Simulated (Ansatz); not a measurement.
Molecular dynamics, with input and output: AlHF2 (part 4 of 4)

AlHF2; RHF/def2-SVP (Ansatz 0.2.0). It belongs to a series of runs on one base structure; here: dynamics from the start.

Geometry of the input (Å):
```
Al 0.0000  0.0000  0.0080
H  0.0000  0.0000  1.5588
F  1.4003  0.0000  -0.8484
F  -1.4003  0.0000  -0.8484
```

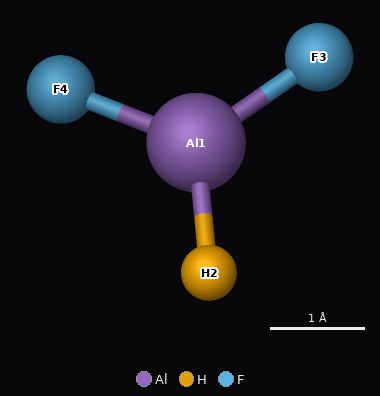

Figure 1. The geometry at step 205 of the log (ball-and-stick view, seen at a tilt; atoms are numbered from 1 in the order of the input).

## Trajectory as extended XYZ, continued
```
4
Properties=species:S:1:pos:R:3:forces:R:3 step=109 time_fs=54.5 energy=-12007.91653 temperature=31.9
Al    0.0036    0.0036    0.0150   -0.3354  -0.1035  -0.2626
H    -0.0011   -0.0325    1.5690    0.0067   0.0374  -0.0682
F     1.4005   -0.0017   -0.8520   -0.0686   0.0325   0.0677
F    -1.4054   -0.0016   -0.8552    0.3974   0.0335   0.2631
4
Properties=species:S:1:pos:R:3:forces:R:3 step=116 time_fs=58.0 energy=-12007.91367 temperature=21.0
Al    0.0053    0.0019    0.0113   -0.5182  -0.0558   0.2107
H    -0.0024   -0.0167    1.5845    0.0128   0.0224  -0.3609
F     1.3971   -0.0009   -0.8491    0.1523   0.0163  -0.0740
F    -1.4046   -0.0008   -0.8538    0.3531   0.0171   0.2243
4
Properties=species:S:1:pos:R:3:forces:R:3 step=123 time_fs=61.5 energy=-12007.91858 temperature=39.9
Al    0.0050   -0.0001    0.0083   -0.4927   0.0040   0.1396
H    -0.0024    0.0016    1.5638    0.0110  -0.0015  -0.0751
F     1.3947    0.0000   -0.8466    0.2944  -0.0013  -0.1741
F    -1.4016    0.0000   -0.8510    0.1873  -0.0013   0.1096
4
Properties=species:S:1:pos:R:3:forces:R:3 step=130 time_fs=65.0 energy=-12007.91520 temperature=26.9
Al    0.0025   -0.0020    0.0059   -0.2536   0.0558  -0.1019
H    -0.0011    0.0199    1.5359    0.0043  -0.0170   0.3598
F     1.3940    0.0008   -0.8451    0.3157  -0.0192  -0.2024
F    -1.3975    0.0009   -0.8475   -0.0665  -0.0196  -0.0554
4
Properties=species:S:1:pos:R:3:forces:R:3 step=136 time_fs=68.0 energy=-12007.91557 temperature=28.2
Al   -0.0006   -0.0034    0.0036    0.0524   0.0978   0.1299
H     0.0005    0.0340    1.5402   -0.0019  -0.0318   0.2427
F     1.3950    0.0015   -0.8449    0.2499  -0.0331  -0.1720
F    -1.3942    0.0016   -0.8447   -0.3004  -0.0330  -0.2007
4
Properties=species:S:1:pos:R:3:forces:R:3 step=143 time_fs=71.5 energy=-12007.91263 temperature=16.9
Al   -0.0038   -0.0047    0.0016    0.3900   0.1462   0.6376
H     0.0021    0.0468    1.5665   -0.0100  -0.0573  -0.2268
F     1.3975    0.0021   -0.8455    0.1129  -0.0452  -0.0947
F    -1.3922    0.0021   -0.8427   -0.4930  -0.0437  -0.3162
4
Properties=species:S:1:pos:R:3:forces:R:3 step=150 time_fs=75.0 energy=-12007.91129 temperature=11.8
Al   -0.0054   -0.0054    0.0023    0.5507   0.1681   0.6100
H     0.0025    0.0530    1.5706   -0.0134  -0.0669  -0.2858
F     1.4007    0.0024   -0.8467   -0.0397  -0.0518  -0.0052
F    -1.3932    0.0024   -0.8426   -0.4976  -0.0493  -0.3190
4
Properties=species:S:1:pos:R:3:forces:R:3 step=157 time_fs=78.5 energy=-12007.91611 temperature=30.3
Al   -0.0047   -0.0053    0.0053    0.4637   0.1536  -0.0144
H     0.0015    0.0517    1.5464   -0.0089  -0.0515   0.1510
F     1.4037    0.0024   -0.8480   -0.1553  -0.0521   0.0651
F    -1.3971    0.0024   -0.8444   -0.2996  -0.0500  -0.2017
4
Properties=species:S:1:pos:R:3:forces:R:3 step=164 time_fs=82.0 energy=-12007.91525 temperature=27.1
Al   -0.0020   -0.0046    0.0084    0.1924   0.1277  -0.4393
H    -0.0006    0.0443    1.5376   -0.0016  -0.0383   0.3571
F     1.4058    0.0021   -0.8489   -0.1988  -0.0451   0.0981
F    -1.4028    0.0021   -0.8474    0.0080  -0.0444  -0.0160
4
Properties=species:S:1:pos:R:3:forces:R:3 step=170 time_fs=85.0 energy=-12007.91837 temperature=39.0
Al    0.0010   -0.0035    0.0097   -0.0941   0.1054  -0.2475
H    -0.0025    0.0342    1.5592    0.0056  -0.0369   0.0103
F     1.4066    0.0016   -0.8492   -0.1783  -0.0341   0.0947
F    -1.4078    0.0016   -0.8501    0.2668  -0.0344   0.1424
4
Properties=species:S:1:pos:R:3:forces:R:3 step=177 time_fs=88.5 energy=-12007.91191 temperature=14.2
Al    0.0040   -0.0019    0.0103   -0.3802   0.0605   0.0193
H    -0.0041    0.0186    1.5833    0.0141  -0.0241  -0.3598
F     1.4065    0.0008   -0.8490   -0.1177  -0.0179   0.0657
F    -1.4120    0.0009   -0.8525    0.4838  -0.0185   0.2748
4
Properties=species:S:1:pos:R:3:forces:R:3 step=184 time_fs=92.0 energy=-12007.91393 temperature=21.9
Al    0.0055    0.0001    0.0108   -0.5144   0.0001  -0.1845
H    -0.0042    0.0003    1.5711    0.0154   0.0000  -0.1615
F     1.4057   -0.0001   -0.8484   -0.0588   0.0000   0.0291
F    -1.4133    0.0000   -0.8531    0.5578   0.0000   0.3169
4
Properties=species:S:1:pos:R:3:forces:R:3 step=191 time_fs=95.5 energy=-12007.91378 temperature=21.4
Al    0.0048    0.0020    0.0104   -0.4507  -0.0540  -0.5597
H    -0.0024   -0.0181    1.5429    0.0094   0.0166   0.3047
F     1.4046   -0.0010   -0.8476   -0.0217   0.0184  -0.0011
F    -1.4112   -0.0009   -0.8519    0.4630   0.0191   0.2561
4
Properties=species:S:1:pos:R:3:forces:R:3 step=198 time_fs=99.0 energy=-12007.91784 temperature=37.0
Al    0.0021    0.0037    0.0079   -0.2104  -0.1031  -0.3109
H     0.0003   -0.0346    1.5446    0.0016   0.0330   0.2290
F     1.4032   -0.0018   -0.8468   -0.0020   0.0347  -0.0217
F    -1.4063   -0.0016   -0.8491    0.2109   0.0353   0.1035
4
Properties=species:S:1:pos:R:3:forces:R:3 step=205 time_fs=102.5 energy=-12007.91717 temperature=34.4
Al   -0.0014    0.0049    0.0041    0.1321  -0.1502   0.3681
H     0.0033   -0.0471    1.5691   -0.0089   0.0583  -0.2353
F     1.4019   -0.0023   -0.8462    0.0063   0.0462  -0.0335
F    -1.4001   -0.0022   -0.8456   -0.1295   0.0456  -0.0993
4
Properties=species:S:1:pos:R:3:forces:R:3 step=211 time_fs=105.5 energy=-12007.91226 temperature=15.5
Al   -0.0040    0.0055    0.0019    0.4022  -0.1689   0.6192
H     0.0050   -0.0525    1.5725   -0.0166   0.0678  -0.3204
F     1.4008   -0.0026   -0.8458    0.0091   0.0515  -0.0404
F    -1.3954   -0.0024   -0.8431   -0.3947   0.0496  -0.2584
4
Properties=species:S:1:pos:R:3:forces:R:3 step=218 time_fs=109.0 energy=-12007.91260 temperature=16.7
Al   -0.0054    0.0055    0.0017    0.5520  -0.1554   0.3246
H     0.0053   -0.0518    1.5471   -0.0172   0.0543   0.0849
F     1.3995   -0.0026   -0.8456    0.0215   0.0519  -0.0518
F    -1.3921   -0.0024   -0.8417   -0.5563   0.0492  -0.3578
4
Properties=species:S:1:pos:R:3:forces:R:3 step=225 time_fs=112.5 energy=-12007.91014 temperature=7.4
Al   -0.0045    0.0048    0.0029    0.4569  -0.1269   0.0038
H     0.0036   -0.0446    1.5308   -0.0117   0.0382   0.3926
F     1.3984   -0.0023   -0.8457    0.0591   0.0453  -0.0698
F    -1.3922   -0.0021   -0.8425   -0.5043   0.0434  -0.3265
4
Properties=species:S:1:pos:R:3:forces:R:3 step=232 time_fs=116.0 energy=-12007.91847 temperature=39.4
Al   -0.0017    0.0035    0.0044    0.1658  -0.1002   0.2358
H     0.0006   -0.0329    1.5532   -0.0038   0.0355   0.0341
F     1.3977   -0.0017   -0.8462    0.1134   0.0325  -0.0876
F    -1.3954   -0.0015   -0.8452   -0.2754   0.0321  -0.1824
4
Properties=species:S:1:pos:R:3:forces:R:3 step=239 time_fs=119.5 energy=-12007.91667 temperature=32.6
Al    0.0018    0.0018    0.0068   -0.1879  -0.0555   0.4180
H    -0.0028   -0.0171    1.5795    0.0081   0.0223  -0.3457
F     1.3977   -0.0009   -0.8473    0.1430   0.0164  -0.0872
F    -1.4002   -0.0007   -0.8490    0.0368   0.0168   0.0148
4
Properties=species:S:1:pos:R:3:forces:R:3 step=245 time_fs=122.5 energy=-12007.91769 temperature=36.5
Al    0.0043    0.0002    0.0103   -0.4190  -0.0046   0.1057
H    -0.0051   -0.0014    1.5745    0.0158   0.0018  -0.2187
F     1.3984   -0.0001   -0.8486    0.1172   0.0014  -0.0591
F    -1.4042    0.0000   -0.8523    0.2860   0.0014   0.1720
4
Properties=species:S:1:pos:R:3:forces:R:3 step=252 time_fs=126.0 energy=-12007.91403 temperature=22.3
Al    0.0055   -0.0018    0.0145   -0.5145   0.0502  -0.5507
H    -0.0060    0.0170    1.5498    0.0166  -0.0158   0.2531
F     1.3998    0.0007   -0.8505    0.0270  -0.0168   0.0057
F    -1.4072    0.0009   -0.8551    0.4708  -0.0176   0.2919
4
Properties=species:S:1:pos:R:3:forces:R:3 step=259 time_fs=129.5 energy=-12007.91225 temperature=15.5
Al    0.0045   -0.0035    0.0165   -0.4146   0.0988  -0.6764
H    -0.0051    0.0336    1.5499    0.0136  -0.0307   0.2772
F     1.4013    0.0015   -0.8523   -0.0906  -0.0334   0.0844
F    -1.4074    0.0016   -0.8561    0.4915  -0.0347   0.3149
4
Properties=species:S:1:pos:R:3:forces:R:3 step=266 time_fs=133.0 energy=-12007.91475 temperature=25.1
Al    0.0017   -0.0048    0.0158   -0.1621   0.1478  -0.1929
H    -0.0025    0.0464    1.5773    0.0071  -0.0559  -0.1954
F     1.4023    0.0021   -0.8536   -0.1938  -0.0456   0.1500
F    -1.4046    0.0022   -0.8552    0.3487  -0.0463   0.2384
4
Properties=species:S:1:pos:R:3:forces:R:3 step=273 time_fs=136.5 energy=-12007.91362 temperature=20.8
Al   -0.0017   -0.0054    0.0141    0.1612   0.1716   0.0758
H     0.0008    0.0528    1.5853   -0.0044  -0.0684  -0.3446
F     1.4022    0.0024   -0.8540   -0.2513  -0.0520   0.1806
F    -1.3997    0.0025   -0.8529    0.0945  -0.0512   0.0882
4
Properties=species:S:1:pos:R:3:forces:R:3 step=280 time_fs=140.0 energy=-12007.91709 temperature=34.1
Al   -0.0045   -0.0053    0.0126    0.4314   0.1559  -0.1352
H     0.0036    0.0515    1.5586   -0.0126  -0.0542   0.0608
F     1.4004    0.0024   -0.8534   -0.2336  -0.0518   0.1594
F    -1.3942    0.0024   -0.8500   -0.1852  -0.0499  -0.0850
4
Properties=species:S:1:pos:R:3:forces:R:3 step=286 time_fs=143.0 energy=-12007.91237 temperature=16.0
Al   -0.0054   -0.0047    0.0109    0.5325   0.1285  -0.2677
H     0.0049    0.0452    1.5390   -0.0146  -0.0387   0.3782
F     1.3979    0.0021   -0.8520   -0.1416  -0.0460   0.0954
F    -1.3904    0.0021   -0.8479   -0.3763  -0.0438  -0.2059
4
Properties=species:S:1:pos:R:3:forces:R:3 step=293 time_fs=146.5 energy=-12007.91573 temperature=28.8
Al   -0.0044   -0.0034    0.0081    0.4449   0.0995   0.1752
H     0.0048    0.0336    1.5518   -0.0146  -0.0343   0.1156
F     1.3941    0.0016   -0.8499    0.0464  -0.0333  -0.0210
F    -1.3880    0.0016   -0.8467   -0.4767  -0.0319  -0.2698
4
Properties=species:S:1:pos:R:3:forces:R:3 step=300 time_fs=150.0 energy=-12007.91350 temperature=20.3
Al   -0.0015   -0.0018    0.0060    0.1550   0.0567   0.6869
H     0.0031    0.0181    1.5766   -0.0088  -0.0229  -0.3094
F     1.3906    0.0008   -0.8479    0.2620  -0.0170  -0.1480
F    -1.3886    0.0008   -0.8470   -0.4082  -0.0168  -0.2295
```
